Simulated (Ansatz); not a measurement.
# MoH2 (singlet): trial inputs and their diagnosis at a displaced geometry (v1)

4 inputs are run for MoH2 (singlet) as typed; the log has to tell whether the result can be used and what must change.

The runs use Ansatz 0.2.0, Gaussian basis; the settings change from run to run.

11 further runs of the same task are left out: 1 for a known fault of the program, 3 that didn't finish, 7 set aside as unsound or not needed. Runs told in other sessions of the task aren't counted.

## Step 1: The system

The geometry is a PBE0/def2-TZVP stationary point (not a proven minimum) with its atoms shifted at random (size 0.040 Å). No spin-orbit coupling is included. Elements past krypton take def2 core potentials.

3 atoms, charge 0, spin multiplicity 1.

Atoms are counted from 1 here; the program's logs count them from 0.

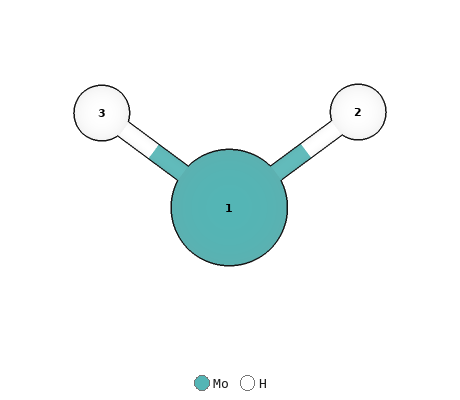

The structure; molybdenum teal, hydrogen white; atoms are numbered from 1 in the order of the file.

## Step 2: Attempt 1

Input file in.yaml:

```yaml
crystal:
  periodic: [false, false, false]
  atoms:
    - {symbol: Mo, position_ang: [-0.000476, -0.020581, 0.000668]}
    - {symbol: H, position_ang: [-0.001310, 0.949860, -1.381281]}
    - {symbol: H, position_ang: [0.046654, 1.009170, 1.317698]}
basis:
  gaussian: {orbitals: def2-mTZVP}
correlation: {active_space: {ras: {orbitals: [8, 0, 31], electrons: 13, max_holes: 2, max_particles: 2}, fixed_orbitals: true}}
accuracy: high
output: {forces: true}
```

Command:

```sh
ansatz run in.yaml --threads 1 --pin off --events-out ev --progress --plain --max-ram 2393MiB
```

Standard output:

```text
Functional definition: HF
  name "HF"
  cite "Fock, Z. Phys. 61, 126 (1930) doi:10.1007/BF01340294"
  parent pbe
  exchange = exact_x
  correlation = 0
852 factors; integrals over basis functions are off by at most 3.0e-9 eV
mean field evaluation 1: about -1861.8631 eV, gradient 1.1e1 eV
mean field evaluation 2: about -1861.8736 eV, gradient 1.1e1 eV
mean field evaluation 4: about -1862.6076 eV, gradient 2.3e0 eV
mean field evaluation 8: about -1862.9321 eV, gradient 1.6e0 eV
mean field evaluation 16: about -1864.3221 eV, gradient 1.5e-1 eV
mean field evaluation 32: about -1864.2507 eV, gradient 1.1e-3 eV
mean field evaluation 64: about -1864.2507 eV, gradient 8.5e-5 eV
mean field evaluation 96: about -1864.3201 eV, gradient 6.6e-2 eV
mean field evaluation 128: about -1864.1274 eV, gradient 4.9e0 eV
mean field evaluation 160: about -1864.2437 eV, gradient 2.2e-1 eV
mean field evaluation 192: about -1864.1412 eV, gradient 1.6e0 eV
mean field evaluation 224: about -1863.1525 eV, gradient 1.3e1 eV
mean field -1864.32168584 eV, -68.5125582719 hartree, gradient 3.3e-8 eV, S^2 0.000000; 18 other end points of the search recorded, 0 dependent functions left out
reference -1864.32168584 eV, -68.5125582719 hartree; 8, 8 occupied and 31, 31 virtual orbitals, 852 factors
Error: 13 electrons in 39 orbitals form no window around the highest filled level of the reference
```

Run time: 2.3 s. Hardware: 1 thread of Arm Neoverse N1, shared host.

**Diagnosis.** The run stopped with an error. The electron count of the restricted space is wrong. Fix: count the correlated electrons again.

## Step 3: Attempt 2

Input file in.yaml:

```yaml
crystal:
  periodic: [false, false, false]
  atoms:
    - {symbol: Mo, position_ang: [-0.000476, -0.020581, 0.000668]}
    - {symbol: H, position_ang: [-0.001310, 0.949860, -1.381281]}
    - {symbol: H, position_ang: [0.046654, 1.009170, 1.317698]}
basis:
  gaussian: {orbitals: def2-mTZVP}
correlation: {method: sc_nevpt2, electrons: outside_noble_gas, active_space: {window: {electrons: 2, orbitals: 2}}}
accuracy: high
magnetization: {spin_polarized: true, initial_magnetization: 0}
```

Launched as before.

Standard output:

```text
Error: invalid value for `correlation.active_space`: it starts from restricted Hartree–Fock orbitals; set hamiltonian.xc: hf without magnetization.spin_polarized
```

Wall time 0.03 s (1 thread of Arm Neoverse N1, shared host).

What is wrong: The run was refused. An active space is asked on unrestricted orbitals. Fix: drop spin_polarized: true.

## Step 4: Attempt 3

Input file in.yaml:

```yaml
crystal:
  periodic: [false, false, false]
  atoms:
    - {symbol: Mo, position_ang: [-0.000476, -0.020581, 0.000668]}
    - {symbol: H, position_ang: [-0.001310, 0.949860, -1.381281]}
    - {symbol: H, position_ang: [0.046654, 1.009170, 1.317698]}
basis:
  gaussian: {orbitals: def2-mTZVP}
hamiltonian: {xc: pbe0}
correlation: {method: sc_nevpt2, electrons: valence, active_space: {window: {electrons: 2, orbitals: 2}}}
```

Same command.

Standard output:

```text
Error: invalid value for `correlation.active_space`: it starts from restricted Hartree–Fock orbitals; set hamiltonian.xc: hf without magnetization.spin_polarized
```

Run time: 0.03 s. Hardware: 1 thread of Arm Neoverse N1, shared host.

Diagnosis: The run was refused. An active space is asked on a functional's orbitals. Cure: start from Hartree-Fock.

## Step 5: Attempt 4

Input file in.yaml:

```yaml
crystal:
  periodic: [false, false, false]
  atoms:
    - {symbol: Mo, position_ang: [-0.000476, -0.020581, 0.000668]}
    - {symbol: H, position_ang: [-0.001310, 0.949860, -1.381281]}
    - {symbol: H, position_ang: [0.046654, 1.009170, 1.317698]}
basis:
  gaussian: {orbitals: def2-TZVP}
magnetization: {spin_polarized: false}
correlation: {method: ccsd_t, frozen_orbitals: {Mo: 20}}
output: {forces: true}
```

Launched as before.

Standard output:

```text
Functional definition: HF
  name "HF"
  cite "Fock, Z. Phys. 61, 126 (1930) doi:10.1007/BF01340294"
  parent pbe
  exchange = exact_x
  correlation = 0
Error: "frozen_orbitals" has no count for H
```

Run time: 0.06 s. Hardware: 1 thread of Arm Neoverse N1, shared host.

Diagnosis: The run was refused. The frozen-orbital counts are incomplete or too large. Fix: leave frozen_orbitals out, or give each element a count that its core has.

## Step 6: How the runs ended

| attempt | level | ended | cause | time |
| --- | --- | --- | --- | --- |
| 1 | CISD/def2-mTZVP | stopped by an error | the electron count of the restricted space is wrong | 2.3 s |
| 2 | NEVPT2(2,2)/def2-mTZVP | refused | an active space is asked on unrestricted orbitals | 0.03 s |
| 3 | NEVPT2(2,2)/def2-mTZVP | refused | an active space is asked on a functional's orbitals | 0.03 s |
| 4 | CCSD(T) on RHF/def2-TZVP | refused | the frozen-orbital counts are incomplete or too large | 0.06 s |

1 stopped by an error, 3 refused.
